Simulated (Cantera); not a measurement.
Charge: 1 mol PH3, 0.3 mol O2, equilibrated at 1330 Pa.

Equilibrium computed with Cantera from the NASA thermochemical tables; the gas is ideal and each condensed phase is pure. Candidate condensed phases: H2O, P, P4O10; 17 gas species. Gases not in the tables: HPO2, HPO3 and P4O6. The numbers say what is thermodynamically allowed, not how fast it happens.

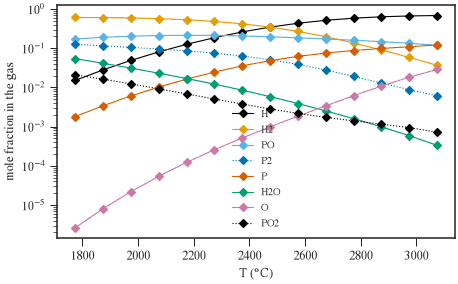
Figure: Equilibrium gas composition (values under 1e-9 drawn at 1e-9)

Question: Read off the mole fractions at 2775 °C.

Answer: H about 0.58, PO about 0.16, H2 about 0.14, P about 0.088, P2 about 0.019, O about 0.0062, H2O about 0.0016, PO2 about 0.0014.
